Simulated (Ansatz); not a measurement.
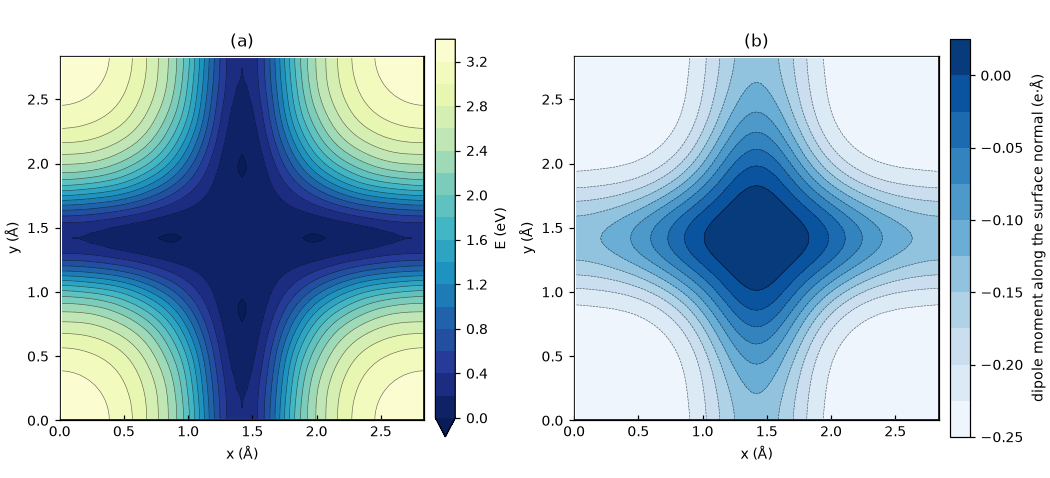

O on an Al(100) slab cut from the Fm-3m phase, its upper half relaxed before the scan (3 atoms of substrate and one adsorbate in a 1 × 1 cell). O is moved over the surface cell; relaxed at each place: the height of the adsorbate's atoms; substrate rigid; the origin of the map has the adsorbate above Al3. Places are given modulo a cell vector. The map is drawn in real space over the plane of the surface. The grid has 6 × 6 points; 10 points were computed and 26 follow by symmetry. All energies are given in eV relative to the lowest grid point. With one adsorbate in each 1 × 1 cell, its nearest image is 2.8 Å away, so neighbouring adsorbates interact. Computed with DFT PBEsol, scalar-relativistic, plane waves, PAW (Ansatz 0.2.0). Settings: cutoff 420 eV, k-mesh 9×9×1, gaussian smearing 0.1 eV, no spin polarisation.

Panel (a) is the energy and panel (b) the computed dipole moment along the surface normal on the same grid.

In the figure: filled contours, the outline of one cell of the plane. Between grid points the surface is interpolated.

How does the dipole moment along the surface normal vary over the map, and what is it at the lowest grid point?

It runs from −0.24 e·Å at the top site over a surface Al atom, (0/6, 0/6) of the cell vectors to 0.02 e·Å at a fourfold hollow over a second-layer Al atom, (3/6, 3/6) of the cell vectors. At the lowest grid point, (2/6, 3/6) of the cell vectors [nearest 2 Al at 1.83 Å], it is −0.01 e·Å.

```tsv
second ↓, first →	0/6	1/6	2/6	3/6	4/6	5/6
5/6	−0.24	−0.23	−0.20	−0.09	−0.20	−0.23
4/6	−0.22	−0.20	−0.11	−0.01	−0.11	−0.20
3/6	−0.13	−0.09	−0.01	0.02	−0.01	−0.09
2/6	−0.22	−0.20	−0.11	−0.01	−0.11	−0.20
1/6	−0.24	−0.23	−0.20	−0.09	−0.20	−0.23
0/6	−0.24	−0.24	−0.22	−0.13	−0.22	−0.24
```
